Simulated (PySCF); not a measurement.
C10H13F, SMILES CC(C)(C)c1ccc(F)cc1, GFN2-xTB optimised geometry. Atoms within 1.6 Å of the plane z = 0.0 Å (x, y, z in Å): C1 (-2.60, -1.37, 0.00), C2 (-1.97, 0.03, 0.00), C3 (-2.45, 0.77, -1.26), C4 (-2.45, 0.77, 1.25), C5 (-0.45, -0.01, 0.00), C6 (0.26, 1.19, 0.00), C7 (1.64, 1.21, 0.00), C8 (2.33, 0.01, 0.00), F9 (3.68, 0.02, 0.00), C10 (1.66, -1.19, 0.00), C11 (0.28, -1.19, 0.00), H12 (-3.68, -1.28, 0.01), H13 (-2.30, -1.92, 0.89), H14 (-2.31, -1.93, -0.88), H15 (-3.54, 0.78, -1.29), H17 (-2.10, 1.79, -1.28), H19 (-3.54, 0.80, 1.28), H20 (-2.09, 1.80, 1.27), H21 (-0.26, 2.13, 0.00), H22 (2.19, 2.14, 0.00), H23 (2.22, -2.12, 0.00), H24 (-0.23, -2.14, 0.00).

Calculation: PySCF with PBE/def2-SVP. Cells within 0.4 Å of a nucleus heavier than hydrogen are left out (blank, or x).

Map of the Laplacian of the electron density (e/bohr⁵), clipped to [-1.50, 1.50] on the plane z = 0.0 Å:

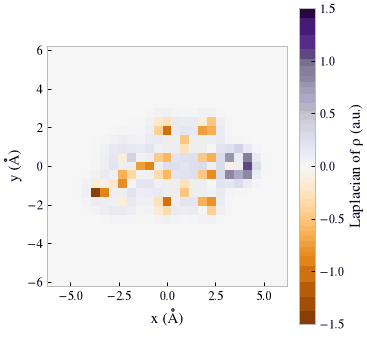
Figure: Laplacian of the electron density (e/bohr⁵), clipped to [-1.50, 1.50] on the plane z = 0.0 Å.
